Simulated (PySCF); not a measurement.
In(All)(H)2, C3H7In, SMILES C([CH2][InH2])=C at its B3LYP/def2-SVP optimised geometry (Å):

```
11

In     0.2064    -0.5870     0.0000
C     -0.8874     1.3462     0.0000
C     -0.6303     1.7831    -1.3982
C     -1.3734     1.4904    -2.4834
H     -0.4796     2.0381     0.7490
H     -1.9483     1.1441     0.2045
H      0.2929     2.3584    -1.5552
H     -2.3091     0.9259    -2.4049
H     -1.0791     1.8276    -3.4804
H     -0.7285    -2.0381    -0.2317
H      1.9483    -0.5870     0.0000
```

Method: PySCF with B3LYP/def2-TZVP, def2 effective core potentials past Kr. The core electrons that the potentials of In replace are not part of the density.

Map of the Laplacian of the electron density (e/bohr⁵) on the plane z = 1.2 Å:

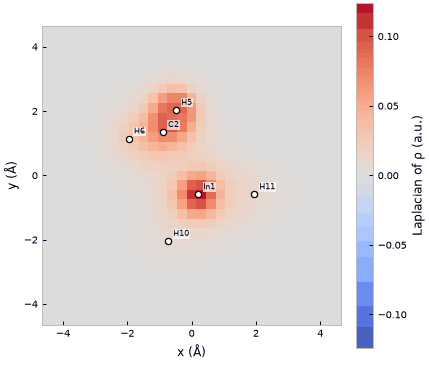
Figure: Laplacian of the electron density (e/bohr⁵) on the plane z = 1.2 Å.
